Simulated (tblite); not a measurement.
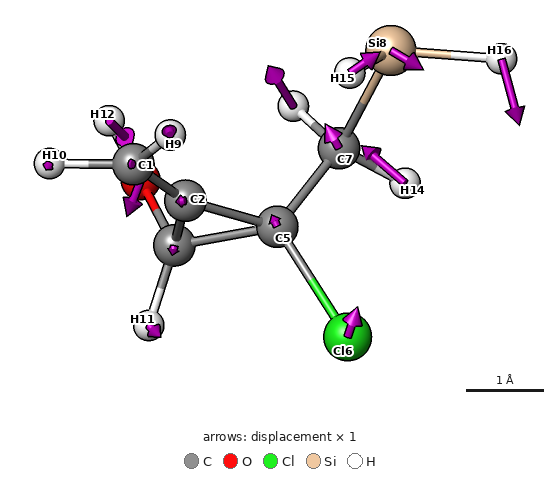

This is a relaxation of C5H8ClOSi (multiplicity 2). The starting structure is drawn; purple arrows show the displacements, at their true length. The two geometries are superimposed by the best rigid fit.

A ball-and-stick model, seen from a free direction.

All numbers below come from tblite, GFN2-xTB geometry optimisation, gas phase. 

Q: Atoms of which element are displaced furthest, and by how much?

A: Hydrogen: up to 0.93 Å, against 0.54 Å for oxygen.

Q: What did the optimiser do to the structure, and how much energy did it gain?

A: The largest move after the best rigid fit is that of an H atom, 0.93 Å. Largest moves by element: H 0.93 Å, O 0.54 Å, Si 0.53 Å, Cl 0.46 Å, C 0.39 Å. Some distances before and after: Cl–Si 3.803 → 3.210 Å, C–Si 1.871 → 1.907 Å, C–C 1.497 → 1.526 Å, H–O 0.992 → 0.963 Å. Among the angles between lasting bonds that change: C–C–C 114.4° → 122.7°, C–C–C 155.8° → 147.6°, C–C–O 116.6° → 123.8°. Groups turn about C–O by about 50°, C–Si by about 40°, C–C by about 40°. After 100 geometry steps the energy has fallen by 43.2 kJ/mol.
